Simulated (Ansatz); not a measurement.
**SiH3 (SMILES [SiH3]) at UPBE/3-21G**

Aim: the energy change on altering one bond length of SiH3 at UPBE/3-21G, from 2 runs. 

Program for the calculation: Ansatz 0.2.0.

61 further runs of the same task are left out: 61 set aside as unsound or not needed.

## 1. The molecule

The species is SiH3 (4 atoms), meant as a doublet with charge 0. SMILES: `[SiH3]`. The shape is that of a GFN2-xTB optimisation.

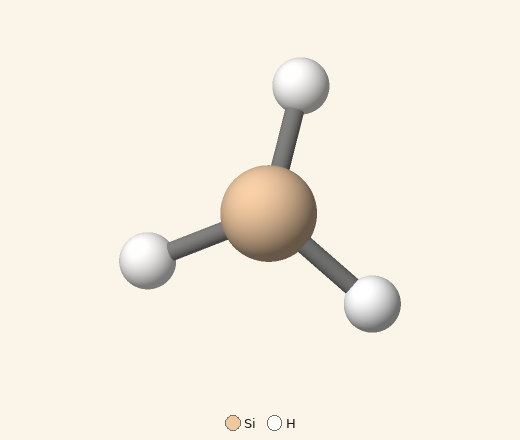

The structure, seen from a chosen angle (silicon light orange, hydrogen white).

## 2. The energy at UPBE/3-21G

input.yaml

```yaml
crystal:
  periodic: [false, false, false]
  atoms:
    - {symbol: Si, position_ang: [0.206560, -0.018900, -0.115090]}
    - {symbol: H, position_ang: [0.587110, 0.661780, 1.105640]}
    - {symbol: H, position_ang: [-0.194960, -1.401590, 0.043390]}
    - {symbol: H, position_ang: [-0.598710, 0.758710, -1.033940]}
basis:
  gaussian: {orbitals: 3-21G.json}
magnetization: {spin_polarized: true, initial_magnetization: 1}
hamiltonian: {xc: pbe}
accuracy: high
```

The basis set 3-21G is read from a file made from the Basis Set Exchange's data (not shown).

The run is started by

```
$ ansatz run input.yaml --threads 1 --pin off --max-ram 2610MiB --events-out events.jsonl --progress --plain --runs-dir runs
```

Standard output:

```text
Warning: RAYON_NUM_THREADS=1 ignored (pool sized by the plan → 1); use --threads N
Functional definition: PBE
  name "PBE"
  parameter kappa = 0.804
  parameter beta = 0.06672455060314922
  exchange = pbe_x(kappa = kappa, mu = beta*pi^2/3)
  correlation = pbe_c(beta = beta)
377 factors; integrals over basis functions are off by at most 2.9e-9 eV
mean field evaluation 1: about -7877.8270 eV, gradient 5.1e0 eV
mean field evaluation 2: about -7878.0472 eV, gradient 1.6e0 eV
mean field evaluation 4: about -7878.0703 eV, gradient 9.3e-2 eV
mean field evaluation 8: about -7878.0612 eV, gradient 2.1e-4 eV
mean field evaluation 16: about -7878.0612 eV, gradient 3.0e-8 eV
mean field -7878.06121918 eV, -289.5134098630 hartree, gradient 3.0e-8 eV, S^2 0.752177; 0 other end points of the search recorded, 0 dependent functions left out
reference -7878.06122180 eV, -289.5134099593 hartree; 9, 8 occupied and 10, 11 virtual orbitals, 377 factors
Total energy: -7878.06122180 eV, -289.5134099593 hartree
```

Run time: 0.85 s. Hardware: 1 thread of Arm Neoverse V2, shared host; peak memory 0.11 GiB.

## 3. The distorted shape, same level

input.yaml

```yaml
crystal:
  periodic: [false, false, false]
  atoms:
    - {symbol: Si, position_ang: [0.111422, -0.189070, -0.420273]}
    - {symbol: H, position_ang: [0.587110, 0.661780, 1.105640]}
    - {symbol: H, position_ang: [-0.290098, -1.571760, -0.261793]}
    - {symbol: H, position_ang: [-0.693848, 0.588540, -1.339123]}
basis:
  gaussian:
    orbitals: 3-21G.json
magnetization:
  spin_polarized: true
  initial_magnetization: 1
hamiltonian:
  xc: {name: PBE}
accuracy: high
```

The basis set 3-21G is read from a file made from the Basis Set Exchange's data (not shown).

The run is started by

```
$ ansatz run input.yaml --threads 1 --pin off --max-ram 2610MiB --events-out events.jsonl --progress --plain --runs-dir runs
```

Standard output, cut to the lines that bear on the results:

```text
Warning: RAYON_NUM_THREADS=1 ignored (pool sized by the plan → 1); use --threads N
[... 6 set-up lines as earlier in the session ...]
376 factors; integrals over basis functions are off by at most 3.2e-9 eV
mean field evaluation 1: about -7877.4021 eV, gradient 4.4e0 eV
mean field evaluation 2: about -7877.5599 eV, gradient 1.7e0 eV
mean field evaluation 4: about -7877.5905 eV, gradient 1.4e-1 eV
mean field evaluation 8: about -7877.5812 eV, gradient 1.6e-3 eV
mean field evaluation 16: about -7877.5812 eV, gradient 6.8e-7 eV
mean field -7877.58120112 eV, -289.4957695250 hartree, gradient 6.9e-8 eV, S^2 0.752569; 0 other end points of the search recorded, 0 dependent functions left out
reference -7877.58120377 eV, -289.4957696222 hartree; 9, 8 occupied and 10, 11 virtual orbitals, 376 factors
Total energy: -7877.58120377 eV, -289.4957696222 hartree
```

Wall time 0.95 s (1 thread of Arm Neoverse V2, shared host); peak memory 0.11 GiB.

## 4. What came out

At UPBE/3-21G:

```
                                                          quantity          value
                                         first shape: total energy  -289.51341 Eh
                                                 first shape: ⟨S²⟩          0.752
                                     distorted shape: total energy  -289.49577 Eh
                                             distorted shape: ⟨S²⟩          0.753
energy change with the Si1–H2 bond stretched from 1.449 to 1.811 Å       0.480 eV
```

In words: With the Si1–H2 bond stretched from 1.449 to 1.811 Å the energy rises by 0.48 eV (11.1 kcal/mol). The first shape isn't relaxed at this level, so the change isn't measured from a minimum.
